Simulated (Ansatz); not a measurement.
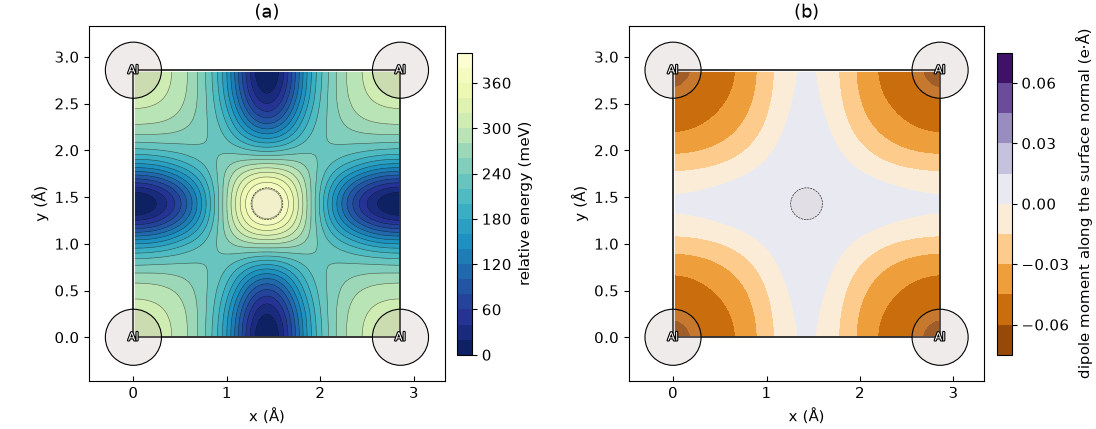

H on an Al(100) slab cut from the Fm-3m phase, its upper half relaxed before the scan (3 atoms of substrate and one adsorbate in a 1 × 1 cell). H is moved over the surface cell; relaxed at each place: the height of the adsorbate's atoms; substrate rigid; the origin of the map has the adsorbate above Al3. Places are given modulo a cell vector. The map is drawn in real space over the plane of the surface. Grid: 6 × 6 points; 10 points were computed and 26 follow by symmetry. Energies: meV, counted from the lowest grid point. With one adsorbate in each 1 × 1 cell, its nearest image is 2.9 Å away, so neighbouring adsorbates interact. Computed with Ansatz, DFT PBE, scalar-relativistic, plane waves, PAW. Settings: cutoff 420 eV, k-mesh 9×9×1, gaussian smearing 0.1 eV, no spin polarisation.

Panel (a) is the energy; panel (b) is the computed dipole moment along the surface normal, in e·Å.

The picture shows filled contours, labelled circles for the atoms of the top layer and small ones for the second layer, the outline of one cell of the plane. Between grid points the surface is interpolated.

How does the dipole moment along the surface normal vary over the map, and what is it at the lowest grid point?

It runs from −0.06 e·Å at the top site over a surface Al atom, (0/6, 0/6) of the cell vectors to 0.01 e·Å at a fourfold hollow over a second-layer Al atom, (3/6, 3/6) of the cell vectors. At the lowest grid point, a bridge site between two Al atoms, (0/6, 3/6) of the cell vectors, it is 0.00 e·Å.

```
second ↓, first →    0/6    1/6    2/6   3/6    4/6    5/6
              5/6  −0.05  −0.04  −0.02  0.01  −0.02  −0.04
              4/6  −0.03  −0.02   0.00  0.01   0.00  −0.02
              3/6   0.00   0.01   0.01  0.01   0.01   0.01
              2/6  −0.03  −0.02   0.00  0.01   0.00  −0.02
              1/6  −0.05  −0.04  −0.02  0.01  −0.02  −0.04
              0/6  −0.06  −0.05  −0.03  0.00  −0.03  −0.05
```

PAW datasets: the set soft_1.
